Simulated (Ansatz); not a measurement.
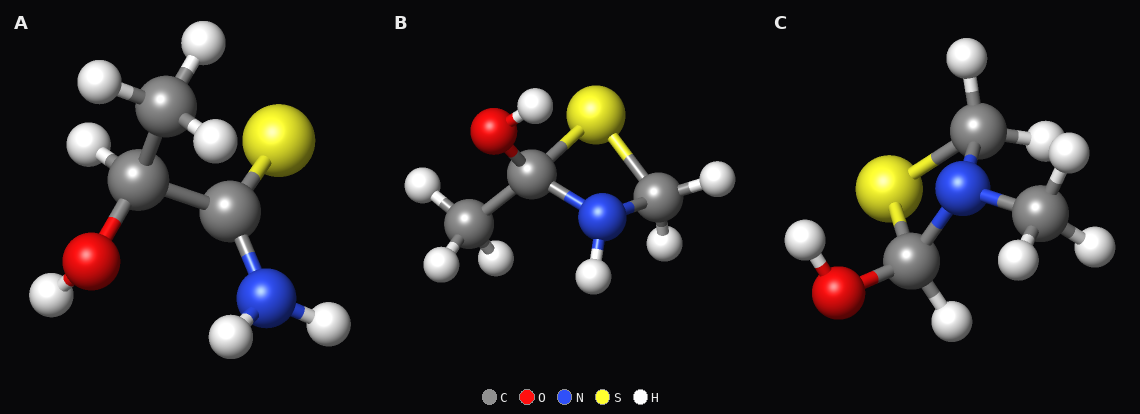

Figure made from data computed with Ansatz.

### Match each picture to its SMILES.
(1) CN1CS[C@@H]1O
(2) C[C@H](O)C(N)=S
(3) C[C@@]1(O)NCS1

A is (2), B is (3), C is (1).
